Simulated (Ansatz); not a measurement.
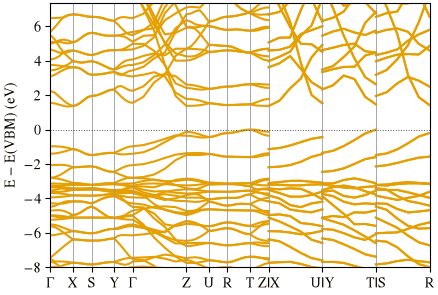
Figure. Band structure from r²SCAN in the plane-wave PAW code Ansatz

### Question
Read off the gap and where the band edges lie.

### Answer
About 1.3 eV (1.33 eV by a search for the band edges); maximum on the T–Z line, 15 % of the way from T, minimum on the Γ–X line, 81 % of the way from Γ.

### Question
Which of these materials gives this?
A) CuO, Pmmn (Cu on 2a, O on 2b)
B) TiO2, Pbcn (Ti on 4c, O on 8d)
C) Sn3O4, Pbam (Sn on 4h, Sn on 2c, O on 4g, O on 4h)
D) ZnGaNO, Pna2_1 (Zn on 4a, Ga on 4a, O on 4a, N on 4a)

### Answer
C, Sn3O4, Pbam (Sn on 4h, Sn on 2c, O on 4g, O on 4h)

The start of the workflow was typed in or built on a structure type; neither database checked (COD, Materials Project) lists it. Whether it is the stable phase at ambient conditions was not checked. The cell was relaxed with r²SCAN under the symmetry of its start; whether a distortion lowers the energy is not shown. The volume moved by 33 % from the start of the relaxation. Scalar-relativistic: spin–orbit coupling is off unless named, which matters more the heavier the elements.

Potentials: the earlier of the program's two PAW sets.
